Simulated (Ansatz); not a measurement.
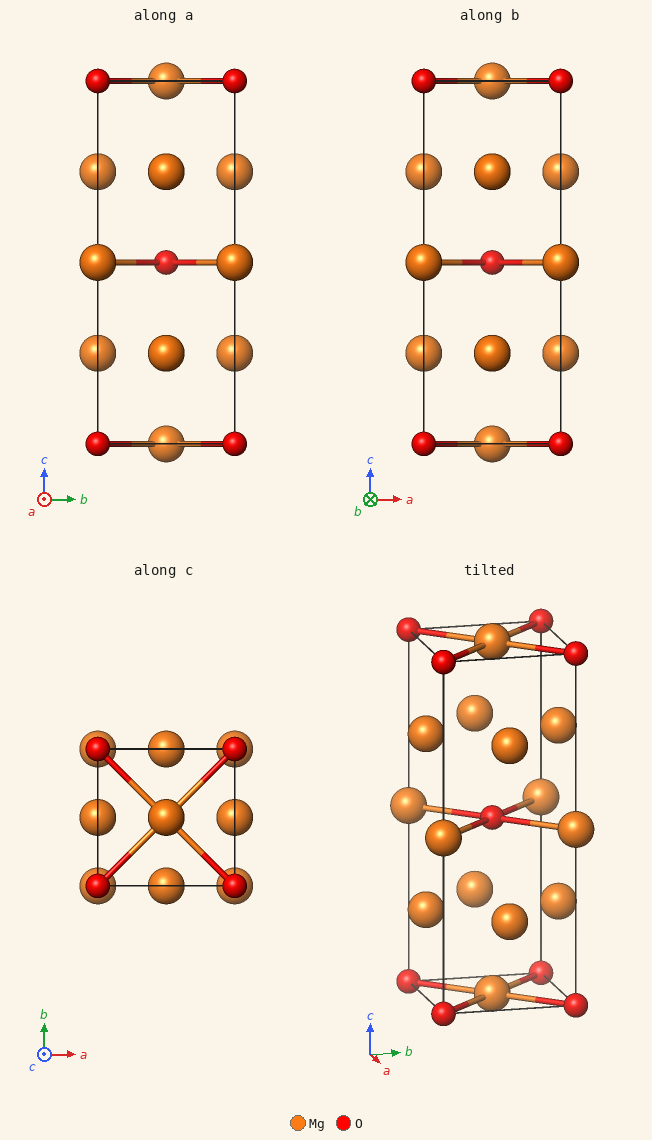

Ball-and-stick drawing of the structure, looking along the a axis, along the b axis, along the c axis and slightly off an axis. Thin lines show the conventional unit cell, with boundary atoms drawn in all their periodic places.

Lattice parameters: a = 3.704 Å, b = 3.704 Å, c = 9.820 Å, α = 90.00°, β = 90.00°, γ = 90.00°. Put a along x and b in the xy plane.

> Write the structure as a POSCAR file.

```
Mg O
1.0
     3.704    0.000    0.000
     0.000    3.704    0.000
     0.000    0.000    9.820
Mg O
6 2
Direct
  0.5000 0.5000 0.0000
  0.5000 0.0000 0.2500
  0.0000 0.5000 0.2500
  0.0000 0.0000 0.5000
  0.0000 0.5000 0.7500
  0.5000 0.0000 0.7500
  0.0000 0.0000 0.0000
  0.5000 0.5000 0.5000
```

Starting structure: a textbook structure type filled with these elements (whether it is the usual form wasn't checked). The structure drawn was relaxed with DFT PBE, scalar-relativistic, plane waves, PAW in Ansatz 0.2.0.
